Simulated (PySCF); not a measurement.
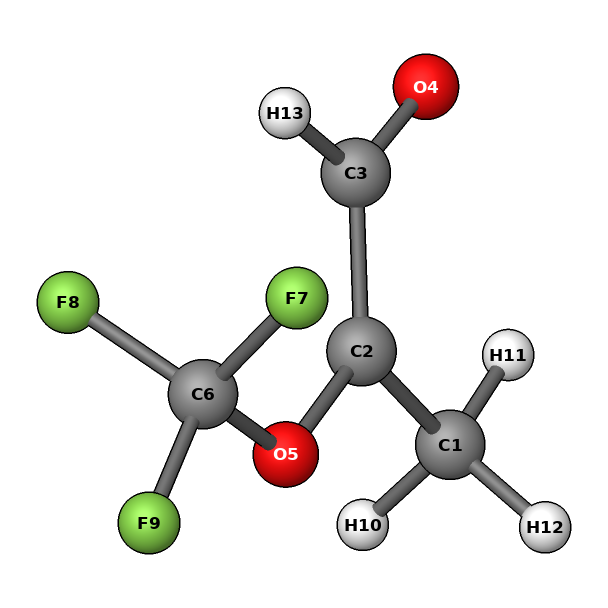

The questions are on Mulliken spin populations. The species is neutral and a spin doublet. The computed structure is the end point of a GFN2-xTB optimisation. No frequency run is at hand to confirm it as a minimum. Properties computed with UKS B3LYP, pcH-1 on C F H O, non-relativistic (PySCF 2.14.0).

**Which atom carries the largest spin population?**

C2 (0.66 e).

**Which atom has the lowest spin population?**

C3 (−0.08 e); a negative value comes from spin polarisation.

Give the Mulliken spin populations atom by atom.

```tsv
atom	value (e)
C1	−0.05
C2	0.66
C3	−0.08
O4	0.35
O5	0.06
C6	0.00
F7	0.00
F8	0.00
F9	0.00
H10	0.03
H11	0.00
H12	0.03
H13	0.00
```

Mulliken values depend strongly on the basis set.
